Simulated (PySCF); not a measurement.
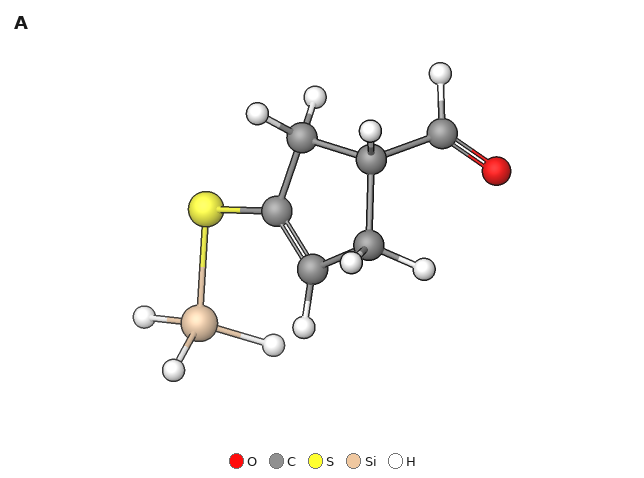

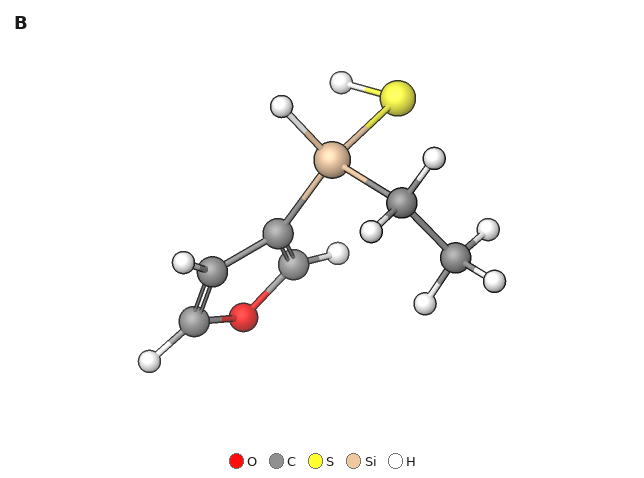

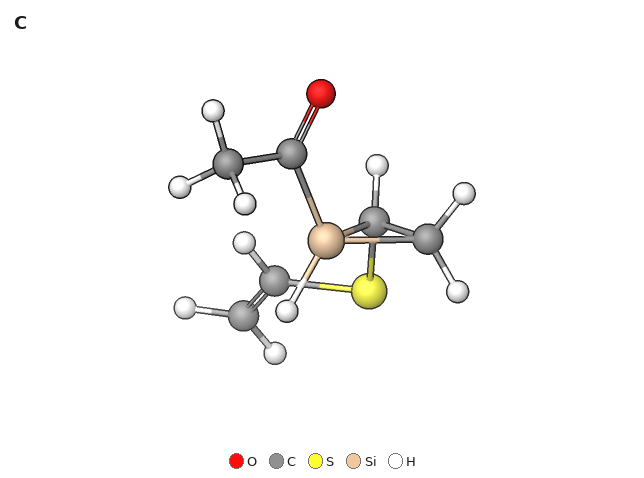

3 stationary structures of one formula. Geometries: GFN2-xTB. Electronic energies: PBE0/pcSseg-1 (PySCF 2.14.0), without zero-point energy. No frequency run is at hand to confirm each as a minimum. Each is one conformer, not always the lowest.

Question: How are they related?

Answer: They are constitutional isomers of C6H10OSSi: A `O=C[C@@H]1CC=C(S[SiH3])C1`, B `CC[Si@@H](S)c1ccoc1`, C `C=CS[C@@H]1C[Si@H]1C(C)=O`.

Question: Which is lowest in energy, and by how much?

Answer: B is lowest; A lies 0.941 eV above it, C lies 2.690 eV above it.

The geometry is semi-empirical. Around Si such bond lengths and angles can be off by a tenth of an ångström or more and by several degrees, and values that hang on the shape move with them.
